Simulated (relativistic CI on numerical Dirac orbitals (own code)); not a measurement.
## Relativistic CI calculation for K²⁺

System: K²⁺.
Method: Dirac-Coulomb-Breit CI, KLI orbitals optimised for each configuration, model QED (radiative potential, 1s self-energy scaled to tabulated hydrogen-like ionisation energies), valence Slater integrals scaled by 0.85, P86 correlation energy added to each configuration (relativistic CI on numerical Dirac orbitals, in-house).

**Input file**
```
atom K  Z=19  charge=2  electrons=17
nucleus A=39  rms_radius_fm=3.4349
hamiltonian dirac-coulomb  breit=on  qed=on  c_scale=1
orbitals kli  potential=per-configuration
slater_scale 0.85
correlation p86
mixing on
configurations
  [Ne] 3s2 3p5
  [Ne] 3s 3p6
  [Ne] 3s2 3p4 3d
  [Ne] 3s 3p5 3d
  [Ne] 3s2 3p4 4s
  [Ne] 3s2 3p4 4p
  [Ne] 3s2 3p4 4d
  [Ne] 3s2 3p4 5s
  [Ne] 3s2 3p4 5p
  [Ne] 3s2 3p4 4f
  [Ne] 3s2 3p4 5d
  [Ne] 3s2 3p4 5f
  [Ne] 3s2 3p4 5g
  [Ne] 3s 3p5 4s
  [Ne] 3s2 3p3 3d2
  [Ne] 3s2 3p2 3d3
  [Ne] 3s 3p3 3d3
  [Ne] 3s2 3p2 3d2 4s
  [Ne] 3s2 3p2 3d2 4p
  [Ne] 3s2 3p2 3d2 4d
end
```

Launched within a batch (the task file carries these settings):
```bash
python <driver script> task.json out
```

The program writes its results to a structured record and prints no log; tables and figures of this report are taken from that record.

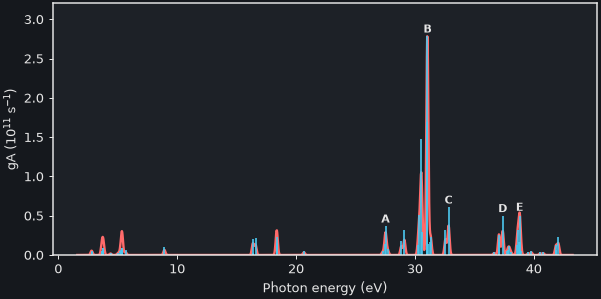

*The stronger electric dipole lines (weighted rates gA) for K²⁺ (potassium, Z = 19). The envelope is a Gaussian of full width 0.2 eV, scaled to the tallest stick.*

A: 3s² 3p⁴ 4s ²P₃/₂ → 3s² 3p⁵ ²P°₃/₂, 27.55 eV, gA = 3.7×10¹⁰ s⁻¹; B: 3s² 3p⁴ 3d ²D₅/₂ → 3s² 3p⁵ ²P°₃/₂, 31.06 eV, gA = 2.8×10¹¹ s⁻¹; C: 3s² 3p⁴ 3d J = 1/2 (even, mixed, level 52) → 3s² 3p⁵ ²P°₃/₂, 32.84 eV, gA = 6.1×10¹⁰ s⁻¹; D: 3s² 3p⁴ 4d ²D₅/₂ → 3s² 3p⁵ ²P°₃/₂, 37.39 eV, gA = 5.0×10¹⁰ s⁻¹; E: 3s² 3p⁴ 4d ²D₅/₂ → 3s² 3p⁵ ²P°₃/₂, 38.84 eV, gA = 5.0×10¹⁰ s⁻¹. The strongest, B, lies in the extreme ultraviolet region.

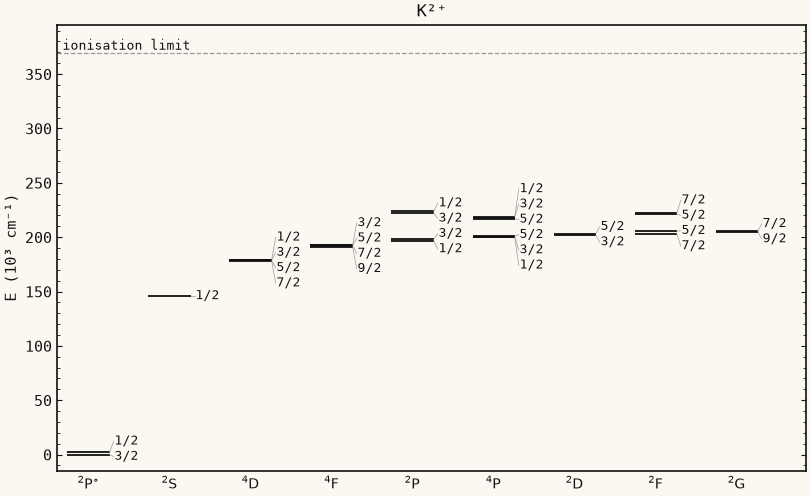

*Level diagram of K III (K²⁺).*

The lowest level is 3s² 3p⁵ ²P°₃/₂. The first excited level, 3s² 3p⁵ ²P°₁/₂, lies at 2,140 cm⁻¹. The lowest level of opposite parity, 3s 3p⁶ ²S₁/₂, is at 146,000 cm⁻¹. The levels are close to LS coupling (mean leading weight 95 % in LS and 57 % in jj).

| Configuration | Level | E (cm⁻¹) | Lifetime (s; – stable or not computed) |
| --- | --- | --- | --- |
| 3s² 3p⁵ | ²P°₃/₂ | 0 | – |
| 3s² 3p⁵ | ²P°₁/₂ | 2,145 | 5.6×10⁰ |
| 3s 3p⁶ | ²S₁/₂ | 146,000 | 2.2×10⁻⁹ |
| 3s² 3p⁴ 3d | ⁴D₇/₂ | 178,500 | – |
| 3s² 3p⁴ 3d | ⁴D₅/₂ | 178,700 | – |
| 3s² 3p⁴ 3d | ⁴D₃/₂ | 178,900 | – |
| 3s² 3p⁴ 3d | ⁴D₁/₂ | 179,100 | – |
| 3s² 3p⁴ 3d | ⁴F₉/₂ | 191,000 | 8.5×10⁰ |
| 3s² 3p⁴ 3d | ⁴F₇/₂ | 191,800 | 9.5×10⁰ |
| 3s² 3p⁴ 3d | ⁴F₅/₂ | 192,400 | 5.1×10⁻⁷ |
| 3s² 3p⁴ 3d | ⁴F₃/₂ | 192,800 | 3.0×10⁻⁷ |
| 3s² 3p⁴ 3d | ²P₁/₂ | 196,800 | 1.7×10⁻⁸ |
| 3s² 3p⁴ 3d | ²P₃/₂ | 198,200 | 1.2×10⁻⁸ |
| 3s² 3p⁴ 3d | ⁴P₁/₂ | 200,100 | 1.2×10⁻⁷ |
| 3s² 3p⁴ 3d | ⁴P₃/₂ | 200,600 | 1.6×10⁻⁷ |
| 3s² 3p⁴ 3d | ⁴P₅/₂ | 201,100 | 2.1×10⁻⁷ |
| 3s² 3p⁴ 3d | ²D₃/₂ | 201,900 | 3.1×10⁻⁹ |
| 3s² 3p⁴ 3d | ²D₅/₂ | 203,200 | 3.3×10⁻⁹ |

**Key numbers**

| quantity | value |
| --- | --- |
| outcome | converged |
| lowest level | 3s² 3p⁵ ²P°₃/₂ |
| first excited level | 3s² 3p⁵ ²P°₁/₂, 2,145 cm⁻¹ |
| ionisation energy | 45.831 eV |
| levels computed | 3081 |
| SCF iterations | 187 |
| hardware | 1 thread of Arm Neoverse V2, 24 GiB of memory available, shared host |
| wall time | 1.9 s |

**Remarks**

Caveats: near-neutral ion: configurations can be misplaced by up to about 10000 cm⁻¹, over 20000 where the f count changes; rates and lifetimes follow the computed energies and can be off by orders of magnitude; the fine structure of a weakly bound d or f electron outside closed shells is too small or inverted; only a limited list of configurations is included, so lower levels can be missing; only lines among the lowest 200 of 3081 levels are drawn, so those from 3s² 3p⁴ 5f, 3s² 3p⁴ 5g and 3s 3p⁵ 3d are incomplete.
